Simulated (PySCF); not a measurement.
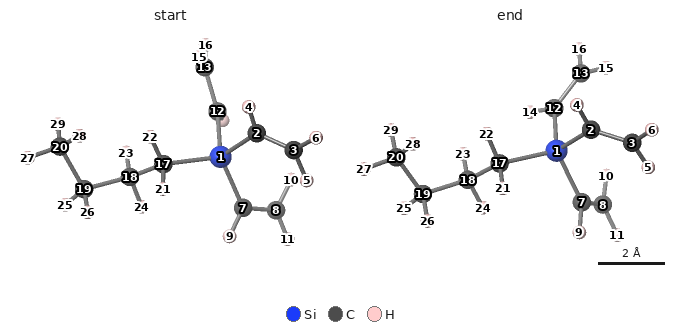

The structure of C₁₀H₁₈Si before (left) and after (right) a relaxation, at one scale.

Style: ball-and-stick. Shown face on.

The start comes from GFN2-xTB. Its atoms were then displaced at random by about 0.03 Å.

The calculation used PBE0-D3(BJ)/def2-SVP geometry optimisation, gas phase in PySCF. 

Q: Summarise the run.

A: The energy falls by 174.9 kJ/mol in 22 geometry steps. The atom that moves furthest after the best rigid fit is H15 (2.10 Å). Largest moves by element: H 2.10 Å, C 1.13 Å, Si 0.23 Å. Some distances before and after: C2–H4 0.978 → 1.099 Å, Si1–C12 1.981 → 1.877 Å, C8–H11 1.000 → 1.096 Å, C19–H26 1.024 → 1.105 Å. Among the angles between lasting bonds that change: Si1–C17–H22 115.3° → 107.9°, H28–C20–H29 114.4° → 107.4°, H27–C20–H29 114.1° → 107.5°. Groups turn about Si1–C12 by about 65°, Si1–C7 by about 25°.
